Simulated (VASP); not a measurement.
Data:

```
Pt
1.0
    0.00000     1.96655     1.96655
    1.96655     0.00000     1.96655
    1.96655     1.96655     0.00000
Pt
1
Cartesian
  0.00000   0.00000   0.00000
```

Calculation: r2SCAN+rVV10, VASP's PBE PAW potentials (set 64) (plane waves; VASP). Run with 400 eV cut-off, 18×18×18 Γ-centred mesh, tetrahedra with Blöchl corrections, potentials Pt.

Unless said otherwise, spin-orbit coupling is left out, though it shifts the bands of the heavy elements here.

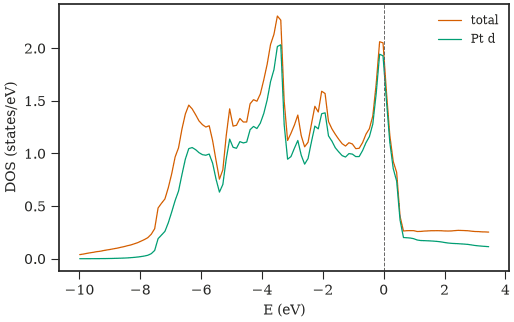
Figure: Total and projected density of states, zero at the Fermi level

Within 2 eV below the Fermi level the largest weight inside VASP's projection spheres is Pt d.

It has no gap at this level: it comes out as a metal or semimetal.

The structure comes from a measured Pt entry (Fm-3m) of the Crystallography Open Database, whose conditions weren't checked. It was relaxed first.
